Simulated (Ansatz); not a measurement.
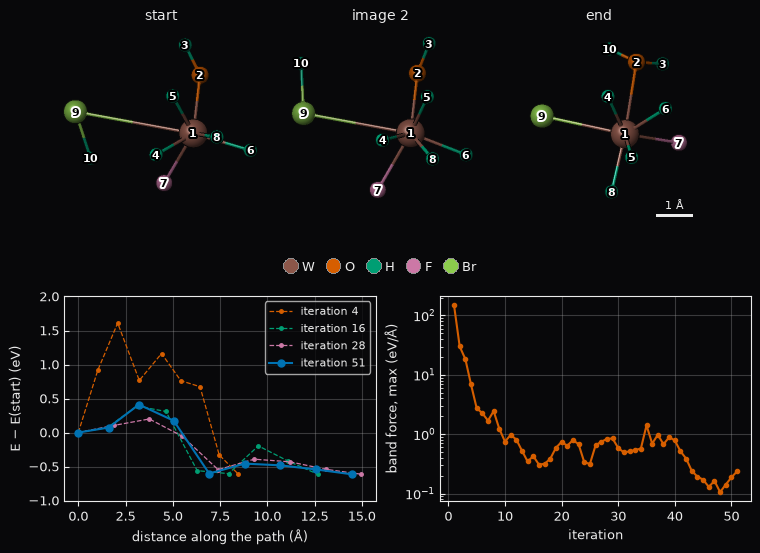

A nudged-elastic-band calculation for WH6OBrF, made up at the start of WH$_{5}$OF and HBr. Images are numbered from 0 (start) to 8 (end). The plot follows the band through its iterations. Style: ball-and-stick. Shown at a tilt.

Method: RKS r2SCANh-D4/def2-SVP in Ansatz. Settings: 7 movable images; climbing image; force threshold 0.05 eV/Å; iteration limit 51; starting path through a guess of the saddle point.

> Judge this run.

The result isn't final. The band hadn't converged when the run stopped after 51 iterations. The largest component of the band force went from 150 to 0.24 eV/Å. The barrier read from it is provisional, though the highest image hardly moved in the last two iterations. The first iteration put the highest image at 41.16 eV. Forward barrier 0.41 eV, backward barrier 1.02 eV, with image 2 at the top; the reaction energy is −0.61 eV. The profile has 2 maxima (images 2, 5) with a dip at image 4 (−0.60 eV), which on an unconverged band is provisional.
